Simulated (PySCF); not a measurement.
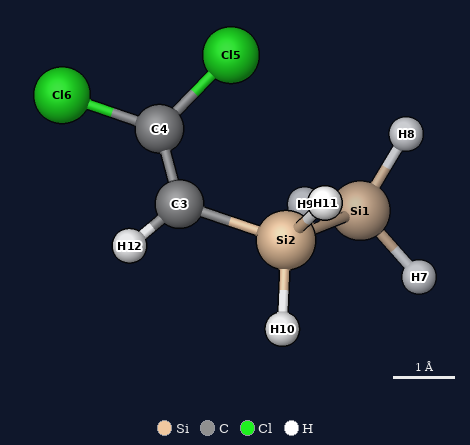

*The structure (ball-and-stick view, seen at a tilt; atoms are numbered from 1 in the order of the input).*

Bond lengths as drawn: C–C 1.34 Å, C–Cl 1.72 to 1.73 Å, C–H 1.09 Å, C–Si 1.88 Å, H–Si 1.49 to 1.50 Å and Si–Si 2.35 Å.

C2H6Cl2Si2: NMR shielding calculation

C2H6Cl2Si2, SMILES [SiH3][SiH2]C=C(Cl)Cl, computed with GIAO PBE0/pcSseg-1 NMR shielding, non-relativistic, gas phase (PySCF 2.14.0).

The geometry comes from this level: PBE0-D3(BJ)/def2-SVP. Figures and captions count atoms from 1; the log counts them from 0 in places.

What the program printed:
```
coarse grid: 12392 points
cycle   1  E = -1578.3789834913  dE =  4.336e-01  |g| = 4.347e-01  |ddm| = 3.296e+00
cycle   2  E = -1578.2870085680  dE =  9.197e-02  |g| = 7.680e-01  |ddm| = 8.870e-01
cycle   3  E = -1578.4246373489  dE = -1.376e-01  |g| = 6.499e-02  |ddm| = 6.339e-01
cycle   4  E = -1578.4256961775  dE = -1.059e-03  |g| = 2.453e-02  |ddm| = 1.171e-01
cycle   5  E = -1578.4258590528  dE = -1.629e-04  |g| = 4.390e-03  |ddm| = 3.566e-02
cycle   6  E = -1578.4258623193  dE = -3.267e-06  |g| = 2.475e-03  |ddm| = 7.346e-03
final grid: 101992 points
cycle   7  E = -1578.4588030032  dE = -2.225e-05  |g| = 4.658e-03  |ddm| = 1.849e-02
cycle   8  E = -1578.4587995806  dE =  3.423e-06  |g| = 5.112e-03  |ddm| = 8.763e-03
cycle   9  E = -1578.4588052000  dE = -5.619e-06  |g| = 1.968e-03  |ddm| = 6.417e-03
cycle  10  E = -1578.4588061427  dE = -9.427e-07  |g| = 1.538e-04  |ddm| = 1.604e-03
cycle  11  E = -1578.4588061482  dE = -5.508e-09  |g| = 5.533e-05  |ddm| = 2.535e-04
cycle  12  E = -1578.4588061489  dE = -7.503e-10  |g| = 1.663e-05  |ddm| = 7.752e-05
```

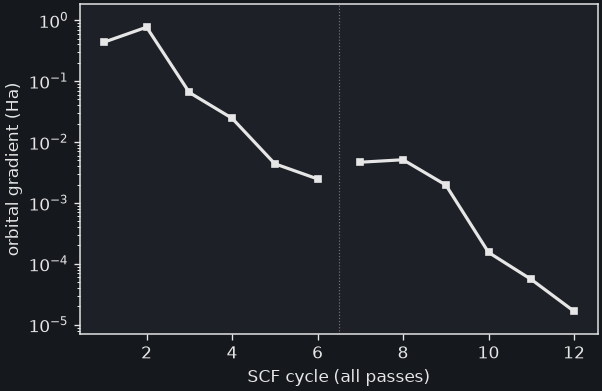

*Convergence of the self-consistent field: orbital gradient against the SCF cycle. The dotted line marks the change from a coarse to the final integration grid.*

The first 6 cycles use a coarse grid, the final grid takes over at cycle 7, and the field converges after 12 cycles in all.

```
converged SCF energy = -1578.4588061489

GIAO shielding tensors (ppm)
atom      isotropic    diamagn.    paramagn.     s11        s22        s33       span
  0 Si     454.088     879.121    -425.033    447.652    450.433    464.178     16.526
  1 Si     431.734     879.588    -447.855    400.265    425.992    468.944     68.678
  2 C       56.302     257.982    -201.680    -43.500     70.996    141.409    184.909
  3 C       29.827     252.076    -222.249    -76.118     67.923     97.675    173.793
  4 Cl     573.605    1147.751    -574.147    395.812    419.563    905.439    509.628
  5 Cl     556.310    1144.037    -587.727    355.752    358.497    954.679    598.927
  6 H       27.721      28.042      -0.320     24.266     25.149     33.749      9.483
  7 H       27.449      28.477      -1.028     23.820     26.599     31.929      8.109
  8 H       27.658      28.570      -0.912     24.099     26.879     31.994      7.895
  9 H       27.249      28.489      -1.239     23.539     25.340     32.869      9.331
 10 H       26.948      27.971      -1.024     23.423     25.283     32.137      8.714
 11 H       25.218      29.518      -4.300     22.314     24.275     29.066      6.752
```

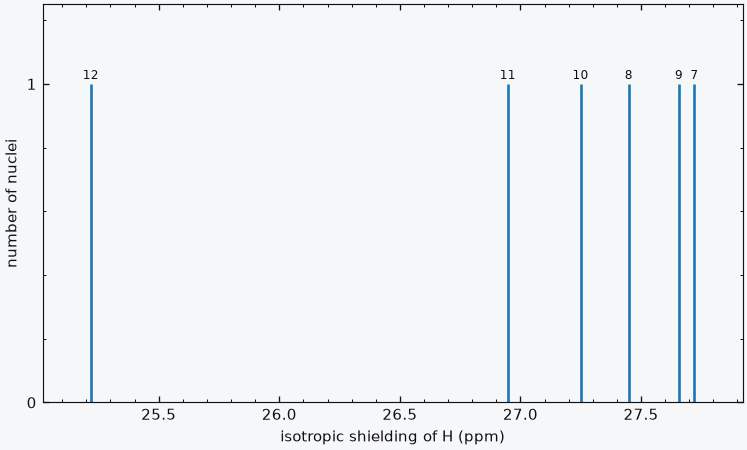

*Isotropic shieldings of the hydrogen nuclei in this fixed geometry, labelled by atom number; shielding grows to the right, so chemical shift grows to the left.*

The least shielded is H12 (25.2 ppm), the most shielded H7 (27.7 ppm).

This output came from the following input.

Input file:
```
{"job": {"kind": "nmr", "xc": "PBE0", "basis": "pcSseg-1", "pop": false}, "charge": 0, "multiplicity": 1}
Si    -1.880918     0.108866     0.683894
Si    -0.045587     1.119083    -0.389171
C      1.215635    -0.169426    -0.916881
C      1.749028    -1.070768    -0.088327
Cl     1.332515    -1.137297     1.591432
Cl     2.895411    -2.263690    -0.564324
H     -3.135713     0.846029     0.334701
H     -1.720980     0.128608     2.168578
H     -2.013717    -1.305151     0.217238
H     -0.493466     1.821041    -1.630713
H      0.591479     2.126425     0.515655
H      1.546736    -0.219873    -1.958805
```

The first line tells a small driver script what to run in PySCF; the rest is the geometry in Å.

Run as:
```bash
OMP_NUM_THREADS=1 python <driver script> task.json out
```

Results in brief:

```tsv
quantity	value
outcome	converged
total energy	−1578.458806 hartree
HOMO	−7.60 eV
LUMO	−1.25 eV
dipole moment	0.96 D
isotropic shielding, Si	431.7 to 454.1 ppm
isotropic shielding, C	29.8 to 56.3 ppm
isotropic shielding, Cl	556.3 to 573.6 ppm
isotropic shielding, H	25.2 to 27.7 ppm
hardware	1 CPU thread, shared host
wall time	16 s
peak memory	0.88 GiB
```
